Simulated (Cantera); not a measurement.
Charge: 1 mol C₂F₆, 0.76 mol HCl, a varied amount of H₂, equilibrated at 698.15 K and 1.80 mbar.

These are equilibrium values from Cantera (NASA tables, ideal gas, pure condensed phases), not measurements of a reactor. Candidate condensed phases: C, C₆H₆, C₇H₈, C₈H₁₈; 118 gas species. The feed counts by its element totals alone. Condensed phases not in the tables: fluorocarbon polymer. Gases not in the tables: C₂F₆ and larger saturated fluorocarbons. The numbers say what is thermodynamically allowed, not how fast it happens.

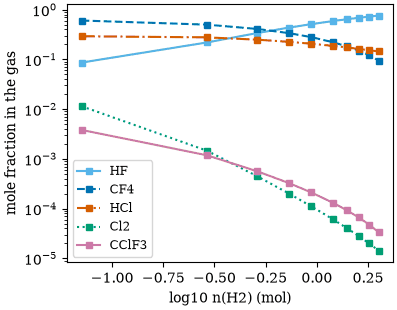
Equilibrium gas composition (values under 1e-9 drawn at 1e-9)

### Question
Read off the mole fractions at 2 mol H₂.

### Answer
HF about 0.76, HCl about 0.14, CF₄ about 0.095, CClF₃ about 3.4e-5, Cl₂ about 1.4e-5.
